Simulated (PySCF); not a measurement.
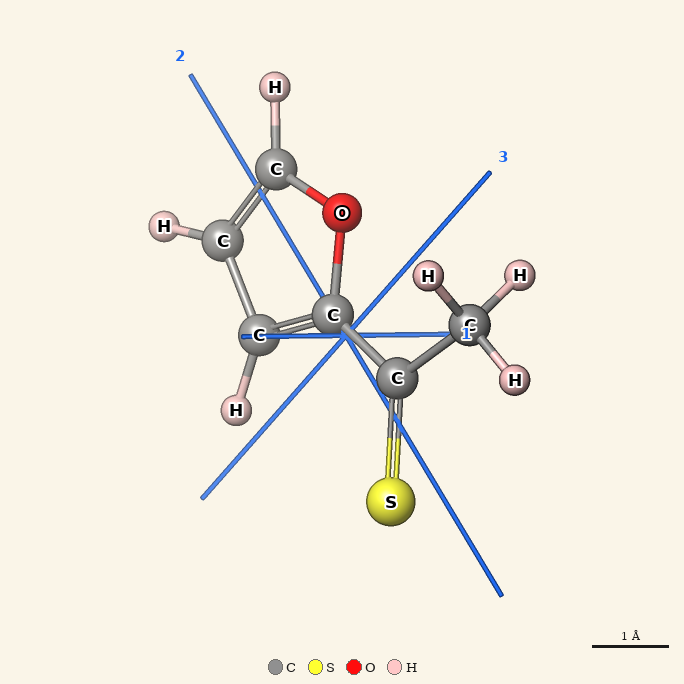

The three principal axes of inertia are drawn and numbered. Distant atoms are faded towards the background colour. Computed geometry: PBE0-D3(BJ)/def2-SVP optimisation. No frequency run is at hand to confirm it as a minimum. Masses are those of the most abundant isotopes; constants are for the rigid equilibrium geometry.

**Which line is the a axis (least moment of inertia), which b and which c?**

a is line 2, b is line 3, c is line 1; the moments are 133, 406, 536 u Å².

**What kind of rotor is it, and what are its rotational constants in cm⁻¹?**

An asymmetric top (Cs): A = 0.127, B = 0.0415, C = 0.0315 cm⁻¹. Ray's parameter κ is −0.79, nearer the prolate limit.
